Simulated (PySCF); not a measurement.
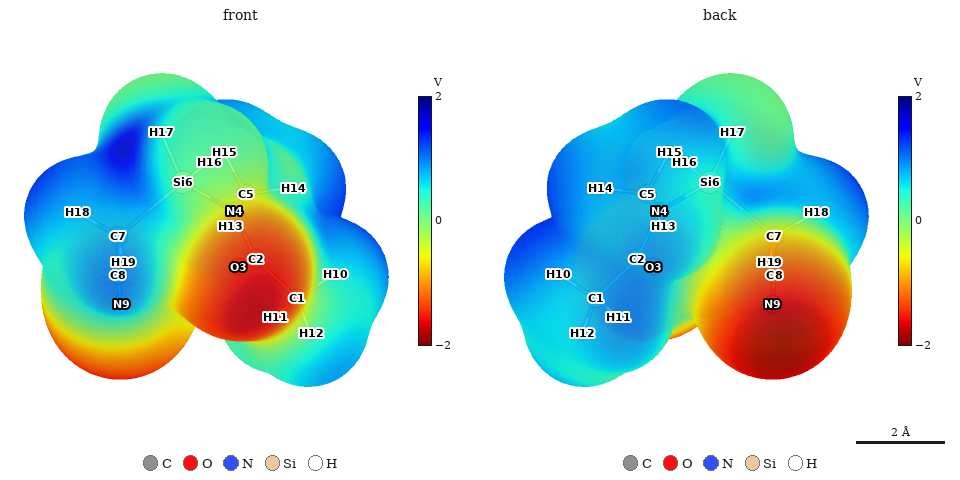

*C₅H₁₀N₂OSi (SMILES CC(=O)N(C)[SiH2]CC#N). The electrostatic potential painted on the density surface at 0.002 e/bohr³, seen from the front and from behind; the colour scale runs from red (negative) to blue (positive).*

Geometry: GFN2-xTB.

Level of theory: PBE0/pcSseg-1, SCF density, gas phase, non-relativistic in PySCF 2.14.0.

```yaml
atoms:
  - { symbol: C, position_ang: [-2.0539, 1.0319, -0.8149] }
  - { symbol: C, position_ang: [-0.9597, 0.6393, 0.1217] }
  - { symbol: O, position_ang: [-0.4598, 1.3956, 0.9574] }
  - { symbol: N, position_ang: [-0.4359, -0.5882, 0.0992] }
  - { symbol: C, position_ang: [-0.8357, -1.6279, -0.8085] }
  - { symbol: Si, position_ang: [0.9035, -0.5292, 1.2622] }
  - { symbol: C, position_ang: [2.2742, 0.6396, 0.5953] }
  - { symbol: C, position_ang: [2.0680, 0.8215, -0.8038] }
  - { symbol: N, position_ang: [1.8512, 0.9313, -1.9230] }
  - { symbol: H, position_ang: [-2.9062, 0.3640, -0.7049] }
  - { symbol: H, position_ang: [-1.6887, 0.9586, -1.8381] }
  - { symbol: H, position_ang: [-2.3583, 2.0545, -0.6114] }
  - { symbol: H, position_ang: [-0.6202, -1.3434, -1.8414] }
  - { symbol: H, position_ang: [-1.9036, -1.8376, -0.7142] }
  - { symbol: H, position_ang: [-0.2779, -2.5293, -0.5689] }
  - { symbol: H, position_ang: [0.5019, -0.2904, 2.6367] }
  - { symbol: H, position_ang: [1.4100, -1.9069, 1.1136] }
  - { symbol: H, position_ang: [3.2629, 0.2158, 0.7654] }
  - { symbol: H, position_ang: [2.2182, 1.6102, 1.0853] }
```

Question: Where is the surface potential most negative and most positive?

Answer: The most negative region (about −1.9 V, or −44 kcal/mol for a unit charge) lies over N9, the most positive (about +1.6 V, or +37 kcal/mol for a unit charge) over Si6. N9 is the likeliest acceptor of a hydrogen bond.
